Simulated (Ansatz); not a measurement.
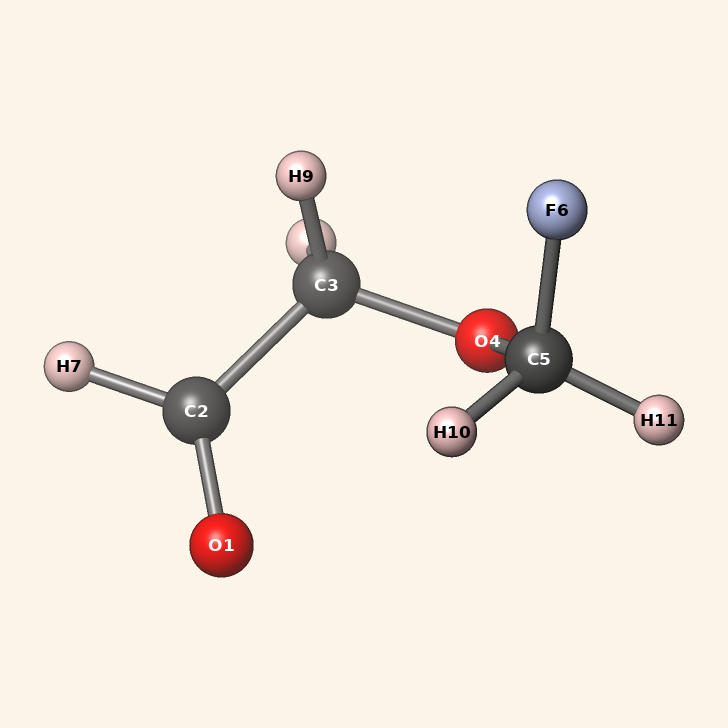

O4 lies behind C5. The molecule seen a little off the C5–O4 bond, C5 in front. Depth is shown by fading: the farther an atom, the more it takes the colour of the background. The geometry was computed by an optimisation with PBE-D4/def2-SVP. No frequency run is at hand to confirm it as a minimum.

Question: What is the torsion angle F6–C5–O4–C3? The sign is positive where the front bond must turn clockwise to cover the back bond.

Answer: −70°, synclinal (gauche).
